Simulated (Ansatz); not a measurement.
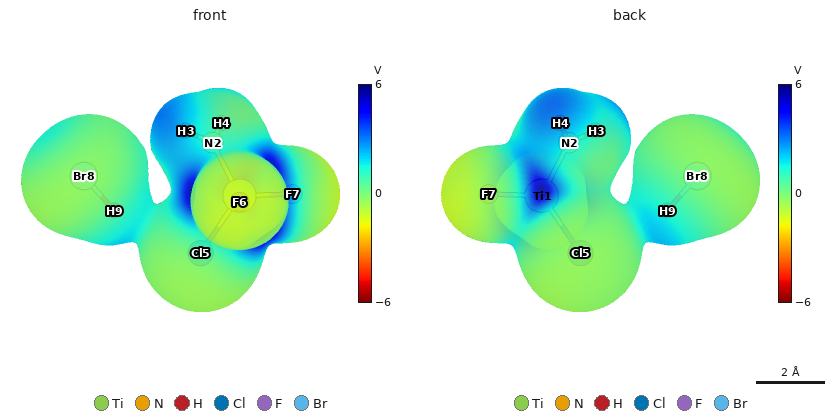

Figure 1: ClF₂H₂NTi···HBr. The electrostatic potential painted on the density surface at 0.004 e/bohr³, seen from the front and from behind; red is negative and blue positive.

All numbers below come from RHF/def2-SVP (Ansatz).

Input file:

```
crystal:
  periodic: [false, false, false]
  atoms:
    - { symbol: Ti, position_ang: [-9.6e-05, -0.140349, 0.107928] }
    - { symbol: "N", position_ang: [0.047389, -0.104287, 2.088954] }
    - { symbol: H, position_ang: [-0.796852, -0.213077, 2.626654] }
    - { symbol: H, position_ang: [0.828836, -0.506504, 2.586513] }
    - { symbol: Cl, position_ang: [2.027331, -0.518018, -0.647194] }
    - { symbol: F, position_ang: [-0.793118, 1.262063, -0.499486] }
    - { symbol: F, position_ang: [-1.019449, -1.442645, -0.364334] }
    - { symbol: Br, position_ang: [1.614957, 3.01743, 1.344487] }
    - { symbol: H, position_ang: [0.833601, 2.010588, 2.117279] }
basis:
  gaussian: { orbitals: def2-SVP }
hamiltonian:
  xc: hf
relax:
  f_tol: 0.03
  max_steps: 50
output:
  orbitals: {}
```

Command:

```sh
ansatz run input.yaml --threads 4 --pin off --max-ram 5120MiB --backend cpu --events-out ev --progress --plain --runs-dir out
```

The fields are those of the run's last geometry, not of the input's.

**Describe the electrostatic potential map.**

The most negative region (about −1.3 V) lies over F6, the most positive (about +5.6 V) over Ti1. Br8 shows a σ-hole: about +1.4 V at the tip opposite its bond, against about −0.2 V on its flanks.
